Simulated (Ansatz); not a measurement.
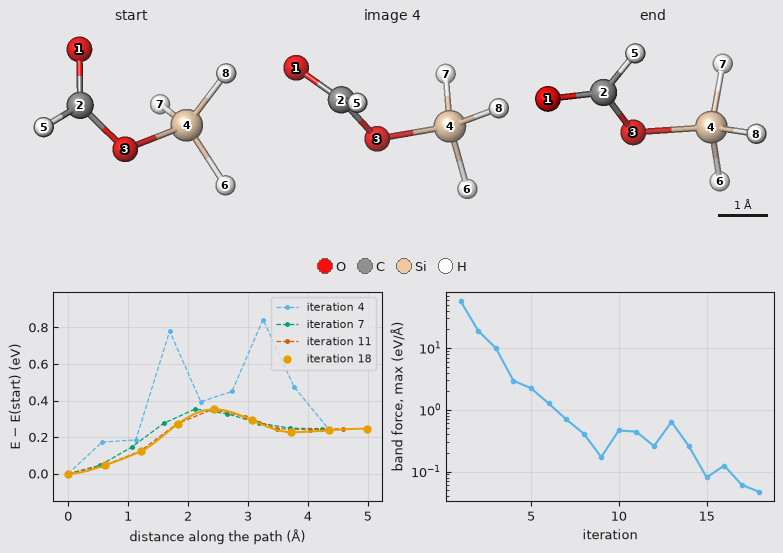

A search for the minimum-energy path of CH$_{4}$O$_{2}$Si by the nudged elastic band. Images are numbered from 0 (start) to 8 (end). The plot follows the band through its iterations. Style: ball-and-stick. Shown at a tilt.

Theory: RKS B3LYP/6-31G* in Ansatz 0.2.0. Settings: 7 movable images; climbing image; force threshold 0.05 eV/Å; iteration limit 42; starting path through a guess of the saddle point.

Q: Did the band converge, and can the barrier be trusted?

A: The run is converged, with reservations. The band converged in 18 iterations. The largest component of the band force went from 57 to 0.047 eV/Å. The climbing image converged on the top of the path. Its vibrational analysis gives one imaginary mode (143i cm⁻¹), as a transition state must have. The first iteration put the highest image at 12.84 eV. The highest point, image 4, lies 0.35 eV above the start and 0.11 eV above the end; the end is at +0.25 eV relative to the start.
